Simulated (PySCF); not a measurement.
# Two runs on C2H11O2PSi3

System: C2H11O2PSi3, SMILES COC(=O)[SiH2]P([SiH3])[SiH3].
Method of the first run: GIAO PBE0/pcSseg-1 NMR shielding, non-relativistic, IEF-PCM cyclohexane (PySCF 2.14.0).

The geometry comes from this level: PBE0-D3(BJ)/def2-SVP. Text and figures count atoms from 1; the logs count them from 0 in places.

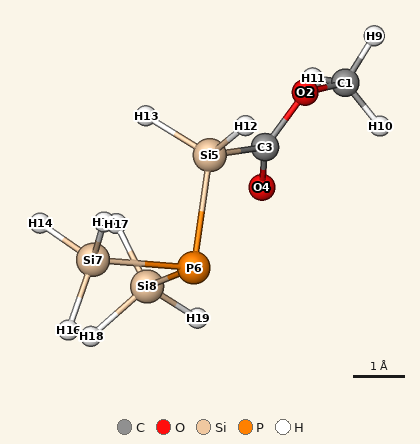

Figure 1. The input geometry (ball-and-stick view, seen at a tilt; atoms are numbered from 1 in the order of the input).

## Input, the first run
```
{"job": {"kind": "nmr", "xc": "PBE0", "basis": "pcSseg-1", "solvent": "cyclohexane", "pop": true}, "charge": 0, "multiplicity": 1}
C      3.686513     0.029425     1.242357
O      2.802549    -0.008184     0.127103
C      1.512164     0.195080     0.389307
O      1.086207     0.409838     1.498798
Si     0.366546     0.065660    -1.156953
P     -1.357590     1.420395    -0.673218
Si    -2.877065     0.325268    -1.938280
Si    -1.959359     0.423965     1.282404
H      4.689050    -0.163946     0.845114
H      3.650485     1.013173     1.732256
H      3.412612    -0.738332     1.980557
H      1.084257     0.507513    -2.386438
H     -0.009734    -1.376849    -1.293976
H     -3.045001    -1.104235    -1.525964
H     -2.424163     0.362135    -3.362901
H     -4.187990     1.027825    -1.814917
H     -1.500700    -0.995283     1.363489
H     -3.458397     0.422008     1.263185
H     -1.500993     1.222820     2.449250
```

The first line tells a small driver script what to run in PySCF; the rest is the geometry in Å.

Command:
```bash
OMP_NUM_THREADS=1 python <driver script> task.json out
```

Hardware: 1 CPU thread, shared host.

## Output (the first run)
```
coarse grid: 17664 points
cycle   1  E = -1442.1159276710  dE =  5.911e-01  |g| = 8.220e-01  |ddm| = 3.916e+00
cycle   2  E = -1441.7985533817  dE =  3.174e-01  |g| = 1.528e+00  |ddm| = 1.481e+00
cycle   3  E = -1442.2309973608  dE = -4.324e-01  |g| = 2.452e-01  |ddm| = 1.092e+00
cycle   4  E = -1442.2407707082  dE = -9.773e-03  |g| = 9.368e-02  |ddm| = 1.993e-01
cycle   5  E = -1442.2422409064  dE = -1.470e-03  |g| = 1.316e-02  |ddm| = 5.311e-02
cycle   6  E = -1442.2422752799  dE = -3.437e-05  |g| = 4.828e-03  |ddm| = 1.964e-02
cycle   7  E = -1442.2422815790  dE = -6.299e-06  |g| = 7.970e-04  |ddm| = 7.160e-03
final grid: 151632 points
cycle   8  E = -1442.3087186041  dE = -1.579e-05  |g| = 1.205e-02  |ddm| = 2.622e-02
cycle   9  E = -1442.3086840901  dE =  3.451e-05  |g| = 1.849e-02  |ddm| = 1.602e-02
cycle  10  E = -1442.3087430444  dE = -5.895e-05  |g| = 2.082e-03  |ddm| = 1.015e-02
cycle  11  E = -1442.3087438203  dE = -7.759e-07  |g| = 4.691e-04  |ddm| = 1.400e-03
cycle  12  E = -1442.3087438545  dE = -3.418e-08  |g| = 1.486e-04  |ddm| = 3.548e-04
cycle  13  E = -1442.3087438593  dE = -4.836e-09  |g| = 2.088e-05  |ddm| = 1.269e-04
cycle  14  E = -1442.3087438594  dE = -9.186e-11  |g| = 6.080e-06  |ddm| = 2.947e-05
converged SCF energy = -1442.3087438594

GIAO shielding tensors (ppm)
atom      isotropic    diamagn.    paramagn.     s11        s22        s33       span
  0 C      132.241     242.223    -109.981    100.576    119.360    176.789     76.213
  1 O      108.596     402.162    -293.566   -101.927    201.609    226.106    328.033
  2 C       -4.648     261.399    -266.047    -98.176     15.158     69.075    167.251
  3 O     -170.699     405.541    -576.240   -536.421   -254.843    279.167    815.588
  4 Si     393.805     882.547    -488.742    350.946    364.939    465.530    114.583
  5 P      700.295     971.543    -271.247    631.295    723.465    746.126    114.831
  6 Si     420.343     879.808    -459.465    380.768    416.486    463.774     83.006
  7 Si     415.409     880.430    -465.021    378.873    413.694    453.660     74.787
  8 H       27.559      25.968       1.591     23.652     25.981     33.043      9.390
  9 H       27.442      27.408       0.033     23.610     25.419     33.297      9.687
 10 H       27.467      28.028      -0.561     23.573     25.555     33.273      9.700
 11 H       26.580      30.312      -3.732     22.179     25.021     32.540     10.360
 12 H       26.849      30.982      -4.132     23.261     25.964     31.324      8.063
 13 H       27.424      28.879      -1.455     23.811     25.980     32.481      8.670
 14 H       27.194      28.680      -1.486     23.163     24.951     33.469     10.305
 15 H       27.109      28.680      -1.571     23.243     24.472     33.612     10.368
 16 H       27.271      30.634      -3.363     24.286     25.858     31.669      7.384
 17 H       27.291      29.692      -2.402     23.040     25.850     32.982      9.941
 18 H       26.699      30.000      -3.300     22.843     24.219     33.036     10.193
```

For the second run the input was changed thus:
```diff
-"solvent": "cyclohexane"
-"pop": true
+"solvent": "water"
+"pop": false
```

Predict how the results change.

The total energy of the second run is 2.6 kcal/mol lower: the change of the electrostatic solvation energy at this fixed geometry, without cavity or dispersion terms. The HOMO goes from −7.38 to −7.45 eV. The dipole moment goes from 2.44 to 2.85 D. Of all shieldings, the largest change is that of O4, by +14.1 ppm. The number of SCF iterations is the same.

## Output (the second run)
```
coarse grid: 17664 points
cycle   1  E = -1442.1249255729  dE =  5.825e-01  |g| = 8.117e-01  |ddm| = 3.915e+00
cycle   2  E = -1441.8618006581  dE =  2.631e-01  |g| = 1.435e+00  |ddm| = 1.359e+00
cycle   3  E = -1442.2385654472  dE = -3.768e-01  |g| = 2.062e-01  |ddm| = 9.681e-01
cycle   4  E = -1442.2451318921  dE = -6.566e-03  |g| = 8.633e-02  |ddm| = 1.660e-01
cycle   5  E = -1442.2463753024  dE = -1.243e-03  |g| = 1.224e-02  |ddm| = 4.921e-02
cycle   6  E = -1442.2464052811  dE = -2.998e-05  |g| = 3.938e-03  |ddm| = 1.631e-02
cycle   7  E = -1442.2464090721  dE = -3.791e-06  |g| = 6.251e-04  |ddm| = 5.093e-03
final grid: 151632 points
cycle   8  E = -1442.3128495207  dE = -1.641e-05  |g| = 1.195e-02  |ddm| = 2.625e-02
cycle   9  E = -1442.3128185093  dE =  3.101e-05  |g| = 1.794e-02  |ddm| = 1.555e-02
cycle  10  E = -1442.3128738287  dE = -5.532e-05  |g| = 1.691e-03  |ddm| = 9.526e-03
cycle  11  E = -1442.3128743471  dE = -5.185e-07  |g| = 4.211e-04  |ddm| = 1.177e-03
cycle  12  E = -1442.3128743730  dE = -2.593e-08  |g| = 1.533e-04  |ddm| = 3.185e-04
cycle  13  E = -1442.3128743779  dE = -4.896e-09  |g| = 1.883e-05  |ddm| = 1.198e-04
cycle  14  E = -1442.3128743780  dE = -6.503e-11  |g| = 5.971e-06  |ddm| = 2.502e-05
converged SCF energy = -1442.3128743780

GIAO shielding tensors (ppm)
atom      isotropic    diamagn.    paramagn.     s11        s22        s33       span
  0 C      131.939     242.465    -110.526     99.372    119.078    177.366     77.994
  1 O      105.009     402.406    -297.397   -109.089    195.928    228.187    337.276
  2 C       -6.130     261.296    -267.426    -97.510      9.713     69.407    166.917
  3 O     -156.634     406.151    -562.785   -513.255   -238.958    282.310    795.565
  4 Si     393.355     882.570    -489.215    351.589    365.583    462.893    111.304
  5 P      700.619     971.888    -271.269    632.477    723.693    745.688    113.210
  6 Si     420.010     879.705    -459.695    381.310    415.629    463.092     81.781
  7 Si     415.304     880.504    -465.200    379.553    412.429    453.930     74.377
  8 H       27.361      25.734       1.628     23.421     25.749     32.915      9.494
  9 H       27.404      27.300       0.104     23.587     25.350     33.275      9.688
 10 H       27.412      27.909      -0.497     23.534     25.455     33.247      9.713
 11 H       26.535      30.242      -3.708     22.118     24.978     32.507     10.389
 12 H       26.754      30.869      -4.115     23.153     25.853     31.254      8.101
 13 H       27.369      28.777      -1.408     23.724     25.931     32.452      8.727
 14 H       27.129      28.543      -1.413     23.066     24.892     33.430     10.364
 15 H       27.101      28.611      -1.509     23.209     24.483     33.611     10.403
 16 H       27.233      30.640      -3.407     24.259     25.799     31.641      7.382
 17 H       27.255      29.703      -2.449     22.988     25.803     32.974      9.986
 18 H       26.813      30.171      -3.358     22.991     24.343     33.105     10.115
```

## The two runs side by side

```csv
quantity,the first run,the second run
outcome,converged,converged
total energy (hartree),−1442.308744,−1442.312874
HOMO (eV),−7.38,−7.45
LUMO (eV),−0.80,−0.80
dipole moment (D),2.44,2.85
shielding of C1 (ppm),132.2,131.9
shielding of O2 (ppm),108.6,105.0
shielding of C3 (ppm),−4.6,−6.1
shielding of O4 (ppm),−170.7,−156.6
shielding of Si5 (ppm),393.8,393.4
shielding of P6 (ppm),700.3,700.6
shielding of Si7 (ppm),420.3,420.0
SCF iterations,14,14
basis functions,219,219
wall time (shared host),36 s,33 s
```
